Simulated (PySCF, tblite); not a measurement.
# SiNH₃ (triplet): geometry, infrared bands and EPR parameters

Wanted: the infrared bands and EPR parameters of SiNH₃ (triplet) (`[N][SiH3]`), by calculation.

The runs use tblite 0.8.0 and PySCF 2.14.0, with density-fitted response routines of our own; the level of theory stands in each step. All values are computed, except where a source is named. Atoms count from 0, in the outputs and in this text.

**1. The molecule as given**

5 atoms, charge 0, multiplicity 3; geometry from: force field or distance geometry start.

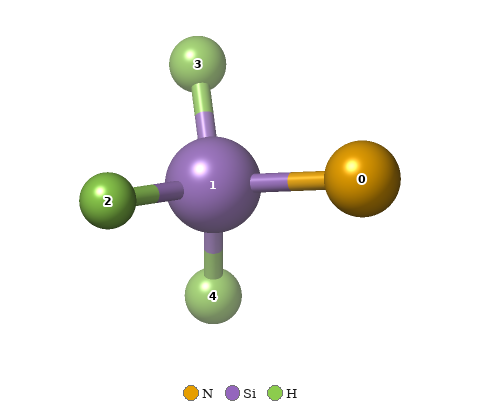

The starting geometry (nitrogen amber, silicon purple, hydrogen green), atoms numbered; sticks join atoms by distance.

**2. Relaxing the molecule with GFN2-xTB**

What the job is given:

```
{"job": {"kind": "relax", "xc": "GFN2-xTB", "basis": "xTB"}, "charge": 0, "multiplicity": 3}
N      1.690600    -0.304400     0.107900
Si    -0.070000     0.020700    -0.021000
H     -0.753500    -0.371100     1.232700
H     -0.247300     1.464000    -0.254300
H     -0.611100    -0.806300    -1.082500
```

Command:

```
OMP_NUM_THREADS=1 python probes_run.py task.json out
```

The driver reads the jobs from task.json and runs them one after another.

**Question.** This job is followed by: GFN2-xTB harmonic vibrations, gas phase; UKS B3LYP, pcH-1 on H N Si, non-relativistic, mean-field spin-orbit, GIAO. Predict these results of the whole session: strongest single infrared mode (GFN2-xTB); zero-point energy (GFN2-xTB); D, E (B3LYP); g(iso) (B3LYP); ⟨S²⟩; largest a(iso) (averaged by class); surface potential, least and greatest.

**Answer**, as computed:

| quantity | value |
| --- | --- |
| strongest single infrared mode (GFN2-xTB) | 2078 cm⁻¹, 116 km/mol |
| zero-point energy (GFN2-xTB) | 14.4 kcal/mol |
| D, E (B3LYP) | 1.496, 0.000 cm⁻¹ |
| g(iso) (B3LYP) | 2.00395 |
| ⟨S²⟩ | 2.007 (exact 2.00) |
| largest a(iso) (averaged by class) | 1H on H2, H3, H4, 75.9 MHz |
| surface potential, least and greatest | -1.45 V and 1.44 V |

**Reading.** The optimisation took 19 steps and gained 0.266 eV; among the close pairs (by a distance rule), N0–Si1 changed most, from 1.795 to 1.656 Å. All 9 modes are real, so the xTB geometry is a minimum. GFN2-xTB is a fitted tight-binding method: band positions and strengths are rough. Its intensities can rank the bands wrongly. Most of the unpaired spin sits on N0 (1.84 e). The isotropic g lies 1.6 ppt above the free-electron value.
